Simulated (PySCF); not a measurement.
# CH4B3Cl3: electronic excitations at several levels of theory

How much do the electronic excitations of CH4B3Cl3 (`B[C@H](BCl)B(Cl)Cl`) depend on the level of theory, and what does each level cost?

Programs: PySCF 2.14.0, with density-fitted response routines of our own. Each step states its level of theory. These are calculated values for one molecule in the gas phase, unless marked as measured. Atoms are numbered from 0 throughout.

## 1. Starting geometry

11 atoms, charge 0, multiplicity 1; geometry from: GFN2-xTB. The atoms were then displaced at random by about 0.01 Å, so the start is not that level's minimum.

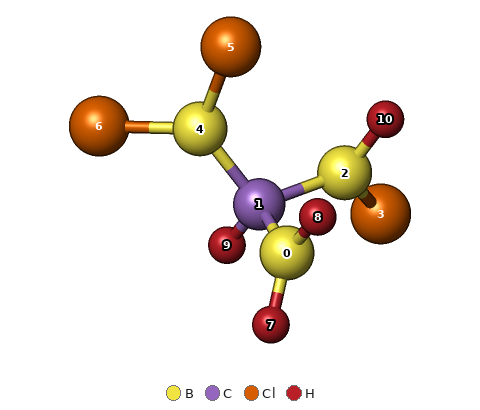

The starting geometry (boron yellow, carbon purple, chlorine orange, hydrogen red), atoms numbered; sticks join atoms by distance.

## 2. Geometry optimisation at PBE0-D3(BJ)/def2-SVP

What the job is given:

```
{"job": {"xc": "PBE0", "basis": "def2-SVP", "d3": "d3bj", "grid": 1, "shake": 0.01, "kind": "geom"}, "charge": 0, "multiplicity": 1}
B     -1.003980    -0.968330    -0.554480
C     -0.015720     0.248200    -0.366270
B      1.381550    -0.440780    -0.143010
Cl     2.616050    -0.295060    -1.333010
B     -0.442730     1.105480     0.883730
Cl    -0.500560     0.477500     2.483100
Cl    -0.866890     2.760360     0.667980
H     -1.566240    -1.050030    -1.582300
H     -1.209330    -1.699490     0.325280
H      0.008350     0.884370    -1.242380
H      1.637600    -1.048060     0.845700
```

Command:

```console
OMP_NUM_THREADS=1 python probes_run.py task.json out
```

The driver reads the jobs from task.json and runs them one after another.

Standard output:

```text
step   0  E = -1494.66617497  max force = 0.026664
step   1  E = -1494.66959347  max force = 0.009310
step   2  E = -1494.67054918  max force = 0.003283
step   3  E = -1494.67067706  max force = 0.001358
step   4  E = -1494.67076183  max force = 0.000676
step   5  E = -1494.67079779  max force = 0.000749
step   6  E = -1494.67084964  max force = 0.000932
step   7  E = -1494.67088417  max force = 0.000730
step   8  E = -1494.67089553  max force = 0.000258
optimisation converged
```

It took 1.7 min on 1 thread of Arm Neoverse N1, shared host; peak memory 0.52 GiB.

Step by step:

```
step  energy from step 0 (eV)  largest force component (eV/Å)
   0                   0.0000                          1.3711
   1                  -0.0930                          0.4787
   2                  -0.1190                          0.1688
   3                  -0.1225                          0.0698
   4                  -0.1248                          0.0348
   5                  -0.1258                          0.0385
   6                  -0.1272                          0.0479
   7                  -0.1281                          0.0375
   8                  -0.1285                          0.0133
```

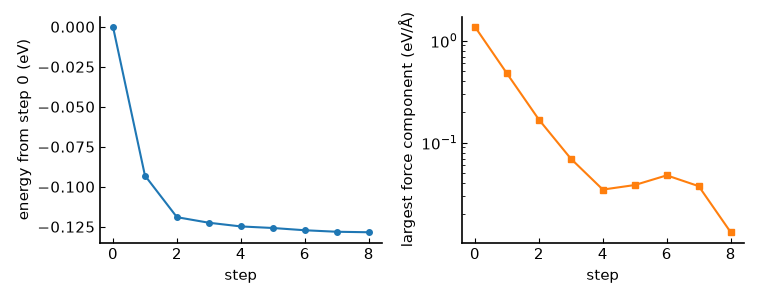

Energy and force, step by step.

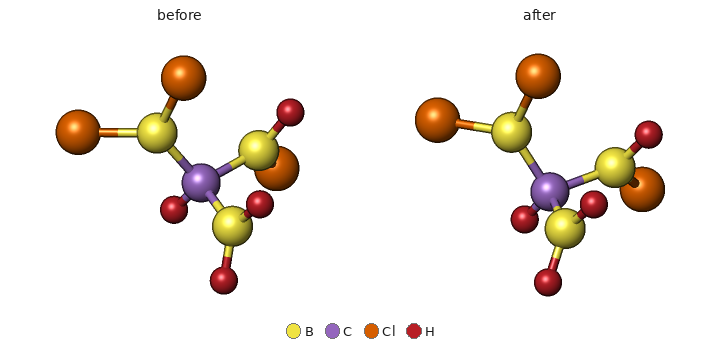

Before and after, at one scale.

Distances of close pairs at the start and the end, largest changes first:

```
  bond  before (Å)  after (Å)  change (Å)
 B0–H8       1.162      1.205      +0.043
B4–Cl6       1.722      1.755      +0.033
 B0–H7       1.174      1.207      +0.033
B4–Cl5       1.719      1.751      +0.032
B2–Cl3       1.721      1.750      +0.029
 B0–C1       1.579      1.561      -0.017
 C1–H9       1.083      1.096      +0.013
 C1–B2       1.574      1.561      -0.013
```

The end geometry stands in the next job.

```
                         at the end point                value
  point group (found at 0.08 Å tolerance)                   C1
rotational constants (GHz, main isotopes)  1.878, 0.787, 0.692
                        dipole moment (D)                 0.64
```

## 3. Ultraviolet spectrum: PBE0/def2-SVP

What the job is given:

```
{"job": {"kind": "uv", "xc": "PBE0", "basis": "def2-SVP"}, "charge": 0, "multiplicity": 1}
B     -1.247189    -0.695644    -0.396006
C     -0.009438     0.254964    -0.440537
B      1.208680    -0.700726    -0.242849
Cl     2.449602    -0.771581    -1.475120
B     -0.073392     1.150690     0.840020
Cl    -0.140682     0.518566     2.471906
Cl    -0.075980     2.894964     0.645496
H     -2.026127    -0.679385    -1.318404
H     -1.428378    -1.444869     0.530618
H      0.054140     0.865324    -1.348988
H      1.342286    -1.411730     0.716048
```

With the program's defaults for keys left out, this is: TDDFT PBE0/def2-SVP, vertical, gas phase, core orbitals frozen in the response.

Standard output:

```text
coarse grid: 11696 points
cycle   1  E = -1494.4657099719  dE =  6.239e-01  |g| = 3.784e-01  |ddm| = 3.470e+00
cycle   2  E = -1494.4588882538  dE =  6.822e-03  |g| = 4.210e-01  |ddm| = 9.491e-01
cycle   3  E = -1494.5053998770  dE = -4.651e-02  |g| = 5.515e-02  |ddm| = 5.309e-01
cycle   4  E = -1494.5061243532  dE = -7.245e-04  |g| = 2.398e-02  |ddm| = 8.083e-02
cycle   5  E = -1494.5062746256  dE = -1.503e-04  |g| = 6.155e-03  |ddm| = 3.045e-02
cycle   6  E = -1494.5062849427  dE = -1.032e-05  |g| = 7.678e-04  |ddm| = 8.269e-03
cycle   7  E = -1494.5062851037  dE = -1.611e-07  |g| = 3.348e-04  |ddm| = 1.590e-03
final grid: 101560 points
cycle   8  E = -1494.6589813410  dE = -2.298e-05  |g| = 5.401e-03  |ddm| = 2.090e-02
cycle   9  E = -1494.6589781398  dE =  3.201e-06  |g| = 6.445e-03  |ddm| = 1.291e-02
cycle  10  E = -1494.6589892832  dE = -1.114e-05  |g| = 8.760e-04  |ddm| = 6.950e-03
cycle  11  E = -1494.6589894811  dE = -1.979e-07  |g| = 1.592e-04  |ddm| = 1.364e-03
cycle  12  E = -1494.6589894879  dE = -6.877e-09  |g| = 4.425e-05  |ddm| = 2.239e-04
cycle  13  E = -1494.6589894885  dE = -5.696e-10  |g| = 9.270e-06  |ddm| = 5.888e-05
converged SCF energy = -1494.6589894885

Static polarisability (au): isotropic 74.017, principal 65.627 75.280 81.143

Singlet excitations
state   eV       nm        f      main configurations
  1   5.1193    242.2   0.00552   H->L 0.84, H->L+1 0.10
  2   5.5775    222.3   0.00633   H-3->L 0.36, H-2->L 0.32, H-4->L 0.16
  3   5.7441    215.8   0.00189   H->L+1 0.41, H-2->L 0.29, H-3->L 0.09
  4   5.8352    212.5   0.00657   H-1->L 0.68, H-1->L+1 0.15
  5   5.9144    209.6   0.02424   H->L+1 0.37, H-2->L 0.23, H-3->L 0.09
  6   6.0429    205.2   0.02017   H-1->L+1 0.67, H-1->L 0.13
  7   6.2253    199.2   0.02279   H-2->L+1 0.75
  8   6.3426    195.5   0.00782   H-4->L 0.40, H-3->L 0.36, H-5->L 0.17
  9   6.5095    190.5   0.01224   H-5->L 0.52, H-4->L 0.29
 10   6.5993    187.9   0.02246   H-3->L+1 0.67, H-4->L+1 0.18

Triplet excitations (Tamm-Dancoff, eV): 4.7382 4.9840 5.3071 5.4731
```

Wall time 23 s (1 thread of Arm Neoverse N1, shared host); peak memory 0.67 GiB.

Frontier orbitals and where they lie:

```
orbital     eV                        atoms
 HOMO−3  -9.41  Cl5 36 %, Cl6 22 %, B0 14 %
 HOMO−2  -9.22  Cl5 33 %, C1 16 %, Cl3 14 %
 HOMO−1  -9.05           Cl6 58 %, Cl5 32 %
   HOMO  -8.66   Cl3 57 %, B2 10 %, C1 10 %
   LUMO  -2.16     B0 53 %, B2 25 %, B4 7 %
 LUMO+1  -1.61    B4 40 %, B2 24 %, B0 10 %
 LUMO+2   0.14    B2 31 %, B4 27 %, B0 27 %
```

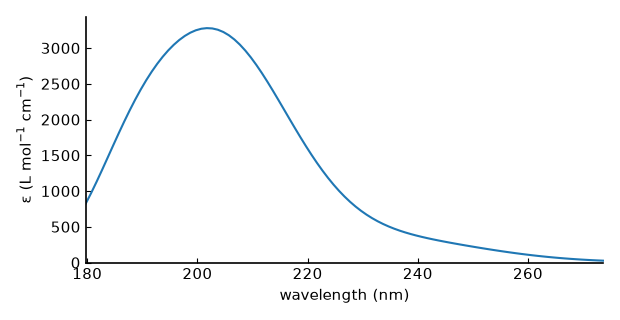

Absorption spectrum: each of the 10 states is a Gaussian band of 0.4 eV half-width at 1/e. Beyond the last state computed it falls off for lack of states.

Ground-state properties from the same run:

```
           property  computed
  dipole moment (D)      0.64
polarisability (Å³)     10.97
 HOMO–LUMO gap (eV)      6.51
      −ε(HOMO) (eV)      8.66
```

## 4. Ultraviolet spectrum: PBE0/def2-TZVP

Settings changed since step 3:

```diff
@@ -1,2 +1,2 @@
-{"job": {"kind": "uv", "xc": "PBE0", "basis": "def2-SVP"}, "charge": 0, "multiplicity": 1}
+{"job": {"kind": "uv", "xc": "PBE0", "basis": "def2-TZVP"}, "charge": 0, "multiplicity": 1}
 B     -1.247189    -0.695644    -0.396006
```

Level: TDDFT PBE0/def2-TZVP, vertical, gas phase, core orbitals frozen in the response.

Standard output:

```text
coarse grid: 11696 points
cycle   1  E = -1495.2129115392  dE =  6.864e-01  |g| = 3.837e-01  |ddm| = 2.794e+00
cycle   2  E = -1495.2103339187  dE =  2.578e-03  |g| = 4.133e-01  |ddm| = 7.118e-01
cycle   3  E = -1495.2511688742  dE = -4.083e-02  |g| = 6.244e-02  |ddm| = 3.162e-01
cycle   4  E = -1495.2518877437  dE = -7.189e-04  |g| = 3.379e-02  |ddm| = 8.063e-02
cycle   5  E = -1495.2521785895  dE = -2.908e-04  |g| = 7.172e-03  |ddm| = 2.871e-02
cycle   6  E = -1495.2521915114  dE = -1.292e-05  |g| = 2.235e-03  |ddm| = 7.514e-03
cycle   7  E = -1495.2521925614  dE = -1.050e-06  |g| = 4.160e-04  |ddm| = 1.983e-03
final grid: 101560 points
cycle   8  E = -1495.2462401752  dE = -4.595e-05  |g| = 6.431e-03  |ddm| = 4.287e-02
cycle   9  E = -1495.2462363289  dE =  3.846e-06  |g| = 7.028e-03  |ddm| = 1.103e-02
cycle  10  E = -1495.2462485750  dE = -1.225e-05  |g| = 1.513e-03  |ddm| = 5.954e-03
cycle  11  E = -1495.2462490806  dE = -5.056e-07  |g| = 2.573e-04  |ddm| = 1.303e-03
cycle  12  E = -1495.2462490958  dE = -1.528e-08  |g| = 7.885e-05  |ddm| = 2.448e-04
cycle  13  E = -1495.2462490975  dE = -1.624e-09  |g| = 1.718e-05  |ddm| = 8.297e-05
cycle  14  E = -1495.2462490975  dE = -6.662e-11  |g| = 4.517e-06  |ddm| = 1.722e-05
converged SCF energy = -1495.2462490975

Static polarisability (au): isotropic 88.630, principal 78.740 88.850 98.300

Singlet excitations
state   eV       nm        f      main configurations
  1   5.0892    243.6   0.00536   H->L 0.83, H->L+1 0.11
  2   5.5580    223.1   0.00770   H-3->L 0.34, H-2->L 0.32, H-4->L 0.14
  3   5.6832    218.2   0.00377   H->L+1 0.49, H-2->L 0.20, H->L 0.09
  4   5.7908    214.1   0.00527   H-1->L 0.45, H-1->L+1 0.34
  5   5.8686    211.3   0.02691   H-2->L 0.32, H->L+1 0.29, H-3->L 0.10
  6   5.9711    207.6   0.02557   H-1->L+1 0.52, H-1->L 0.28
  7   6.1101    202.9   0.01963   H-2->L+1 0.76
  8   6.3223    196.1   0.00925   H-4->L 0.37, H-3->L 0.34, H-5->L 0.22
  9   6.4714    191.6   0.00959   H-5->L 0.50, H-4->L 0.32
 10   6.5039    190.6   0.02431   H-3->L+1 0.72, H-4->L+1 0.13

Triplet excitations (Tamm-Dancoff, eV): 4.7132 4.9732 5.2701 5.4006
```

Wall time 70 s (1 thread of Arm Neoverse N1, shared host); peak memory 0.96 GiB.

Key values: HOMO -8.78 eV, LUMO -2.29 eV; lowest singlet 5.09 eV.

## 5. Ultraviolet spectrum: PBE0/aug-cc-pVDZ

Settings changed since step 4:

```diff
@@ -1,2 +1,2 @@
-{"job": {"kind": "uv", "xc": "PBE0", "basis": "def2-TZVP"}, "charge": 0, "multiplicity": 1}
+{"job": {"kind": "uv", "xc": "PBE0", "basis": "aug-cc-pVDZ"}, "charge": 0, "multiplicity": 1}
 B     -1.247189    -0.695644    -0.396006
```

With the program's defaults for keys left out, this is: TDDFT PBE0/aug-cc-pVDZ, vertical, gas phase, core orbitals frozen in the response.

Standard output:

```text
coarse grid: 11696 points
cycle   1  E = -1495.1284819869  dE =  7.337e-01  |g| = 3.779e-01  |ddm| = 8.499e+00
cycle   2  E = -1495.1231806132  dE =  5.301e-03  |g| = 4.145e-01  |ddm| = 1.975e+00
cycle   3  E = -1495.1680367661  dE = -4.486e-02  |g| = 5.845e-02  |ddm| = 8.906e-01
cycle   4  E = -1495.1688909191  dE = -8.542e-04  |g| = 2.477e-02  |ddm| = 1.487e-01
cycle   5  E = -1495.1690532115  dE = -1.623e-04  |g| = 6.903e-03  |ddm| = 5.522e-02
cycle   6  E = -1495.1690666113  dE = -1.340e-05  |g| = 9.043e-04  |ddm| = 1.523e-02
cycle   7  E = -1495.1690668406  dE = -2.293e-07  |g| = 3.619e-04  |ddm| = 3.418e-03
final grid: 101560 points
cycle   8  E = -1495.2019602699  dE = -2.149e-05  |g| = 5.740e-03  |ddm| = 1.306e-01
cycle   9  E = -1495.2019544093  dE =  5.861e-06  |g| = 7.416e-03  |ddm| = 2.764e-02
cycle  10  E = -1495.2019694960  dE = -1.509e-05  |g| = 8.943e-04  |ddm| = 1.359e-02
cycle  11  E = -1495.2019697138  dE = -2.177e-07  |g| = 1.770e-04  |ddm| = 2.103e-03
cycle  12  E = -1495.2019697223  dE = -8.521e-09  |g| = 4.563e-05  |ddm| = 5.205e-04
cycle  13  E = -1495.2019697229  dE = -6.019e-10  |g| = 1.251e-05  |ddm| = 1.198e-04
converged SCF energy = -1495.2019697229

Static polarisability (au): isotropic 94.437, principal 84.275 94.283 104.753

Singlet excitations
state   eV       nm        f      main configurations
  1   5.0801    244.1   0.00552   H->L 0.84, H->L+1 0.11
  2   5.5407    223.8   0.00759   H-3->L 0.36, H-2->L 0.32, H-4->L 0.12
  3   5.6776    218.4   0.00393   H->L+1 0.52, H-2->L 0.19, H->L 0.10
  4   5.7851    214.3   0.00682   H-1->L 0.49, H-1->L+1 0.31
  5   5.8574    211.7   0.02977   H-2->L 0.33, H->L+1 0.28, H-3->L 0.11
  6   5.9645    207.9   0.02387   H-1->L+1 0.56, H-1->L 0.26
  7   6.1136    202.8   0.02083   H-2->L+1 0.75
  8   6.3205    196.2   0.00932   H-4->L 0.41, H-3->L 0.31, H-5->L 0.21
  9   6.4675    191.7   0.00583   H-5->L 0.42, H-3->L+1 0.22, H-4->L 0.19
 10   6.4804    191.3   0.02775   H-3->L+1 0.54, H-4->L 0.17, H-5->L 0.10

Triplet excitations (Tamm-Dancoff, eV): 4.7054 4.9567 5.2684 5.3962
```

It took 50 s on 1 thread of Arm Neoverse N1, shared host; peak memory 0.81 GiB.

This run: HOMO -8.80 eV, LUMO -2.33 eV; lowest singlet 5.08 eV.

## 6. TDDFT and polarisability: PBE0/6-31+G*

Settings changed since step 5:

```diff
@@ -1,2 +1,2 @@
-{"job": {"kind": "uv", "xc": "PBE0", "basis": "aug-cc-pVDZ"}, "charge": 0, "multiplicity": 1}
+{"job": {"kind": "uv", "xc": "PBE0", "basis": "6-31+G*"}, "charge": 0, "multiplicity": 1}
 B     -1.247189    -0.695644    -0.396006
```

With the program's defaults for keys left out, this is: TDDFT PBE0/6-31+G*, vertical, gas phase, core orbitals frozen in the response.

Standard output:

```text
coarse grid: 11696 points
cycle   1  E = -1495.1322043377  dE =  7.206e-01  |g| = 3.816e-01  |ddm| = 3.478e+00
cycle   2  E = -1495.1268233307  dE =  5.381e-03  |g| = 4.189e-01  |ddm| = 1.038e+00
cycle   3  E = -1495.1735653267  dE = -4.674e-02  |g| = 5.284e-02  |ddm| = 6.455e-01
cycle   4  E = -1495.1742512894  dE = -6.860e-04  |g| = 2.240e-02  |ddm| = 1.379e-01
cycle   5  E = -1495.1743820517  dE = -1.308e-04  |g| = 6.317e-03  |ddm| = 4.170e-02
cycle   6  E = -1495.1743935473  dE = -1.150e-05  |g| = 7.671e-04  |ddm| = 1.370e-02
cycle   7  E = -1495.1743937164  dE = -1.691e-07  |g| = 3.147e-04  |ddm| = 2.661e-03
final grid: 101560 points
cycle   8  E = -1495.1157369027  dE = -1.665e-05  |g| = 5.762e-03  |ddm| = 4.076e-02
cycle   9  E = -1495.1157313923  dE =  5.510e-06  |g| = 7.375e-03  |ddm| = 2.060e-02
cycle  10  E = -1495.1157464228  dE = -1.503e-05  |g| = 8.208e-04  |ddm| = 1.257e-02
cycle  11  E = -1495.1157466136  dE = -1.908e-07  |g| = 1.489e-04  |ddm| = 1.629e-03
cycle  12  E = -1495.1157466197  dE = -6.020e-09  |g| = 4.114e-05  |ddm| = 2.664e-04
cycle  13  E = -1495.1157466202  dE = -4.914e-10  |g| = 9.561e-06  |ddm| = 9.498e-05
converged SCF energy = -1495.1157466202

Static polarisability (au): isotropic 85.240, principal 74.005 86.779 94.937

Singlet excitations
state   eV       nm        f      main configurations
  1   5.1146    242.4   0.00552   H->L 0.83, H->L+1 0.11
  2   5.5961    221.6   0.00840   H-2->L 0.33, H-3->L 0.31, H-4->L 0.14
  3   5.7079    217.2   0.00582   H->L+1 0.52, H-2->L 0.16, H->L 0.09
  4   5.8194    213.1   0.00493   H-1->L 0.46, H-1->L+1 0.33, H-3->L 0.08
  5   5.8892    210.5   0.02975   H-2->L 0.34, H->L+1 0.27, H-3->L 0.10
  6   5.9929    206.9   0.02724   H-1->L+1 0.53, H-1->L 0.28
  7   6.1344    202.1   0.02150   H-2->L+1 0.76
  8   6.3513    195.2   0.00848   H-4->L 0.39, H-3->L 0.36, H-5->L 0.18
  9   6.5016    190.7   0.00966   H-5->L 0.51, H-4->L 0.27
 10   6.5251    190.0   0.02803   H-3->L+1 0.68, H-4->L+1 0.14

Triplet excitations (Tamm-Dancoff, eV): 4.7569 5.0412 5.3203 5.4258
```

Wall time 28 s (1 thread of Arm Neoverse N1, shared host); peak memory 0.74 GiB.

In short: HOMO -8.83 eV, LUMO -2.33 eV; lowest singlet 5.11 eV.

## 7. Comparing the runs: electronic excitations

Excitations and ground-state properties, with basis size and wall time:

```
             run  lowest singlet (eV)  brightest (eV)      f  gap (eV)  α (Å³)  μ (D)  functions  time
   PBE0/def2-SVP                 5.12            5.91  0.024      6.51   10.97   0.64        130  23 s
  PBE0/def2-TZVP                 5.09            5.87  0.027      6.49   13.13   0.70        259  70 s
PBE0/aug-cc-pVDZ                 5.08            5.86  0.030      6.47   13.99   0.77        209  50 s
    PBE0/6-31+G*                 5.11            5.89  0.030      6.50   12.63   0.87        146  28 s
```

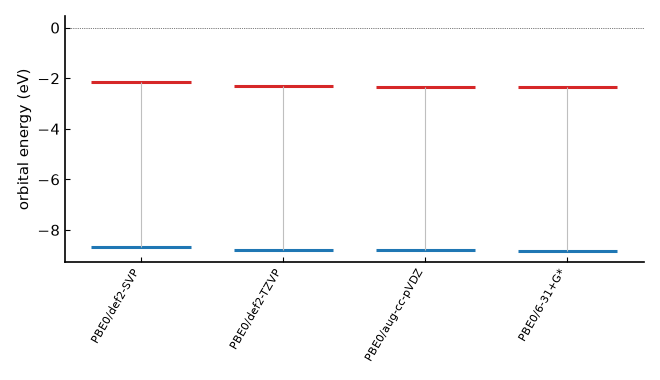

HOMO (blue) and LUMO (red) run by run.

## 8. Summary of results

| quantity | value |
| --- | --- |
| point group | C1 |
| rotational constants (main isotopes) | 1.88, 0.79, 0.69 GHz |
| lowest singlet (PBE0/def2-SVP) | 5.12 eV (242 nm), f = 0.006 |
| brightest single state of those computed | state 5, 5.91 eV, f = 0.024 |
| lowest triplet | 4.74 eV |
| range of the lowest singlet | 5.08 to 5.12 eV |

In words: Single values in the summary come from the first sound run of each kind (PBE0/def2-SVP), which need not be the best level. The start of the PBE0/def2-SVP relaxation was shaken at random by about 0.01 Å, so part of the energy gained, and of the first lengths quoted, undoes that. The optimisation took 8 steps and gained 0.128 eV; among the close pairs (by a distance rule), B0–H8 changed most, from 1.162 to 1.205 Å. The first singlet state (HOMO→LUMO 0.84, HOMO→LUMO+1 0.10) lies at 5.12 eV and is weak; of the 10 states computed, the strongest absorption comes from state 5 at 5.91 eV. The lowest triplet lies 0.38 eV below the lowest singlet (triplets in Tamm-Dancoff, singlets in full TDDFT). The lowest singlet runs from 5.08 eV (PBE0/aug-cc-pVDZ) to 5.12 eV (PBE0/def2-SVP), while the orbital gap spans 6.47 to 6.51 eV. The lowest state need not be the same one in every run.
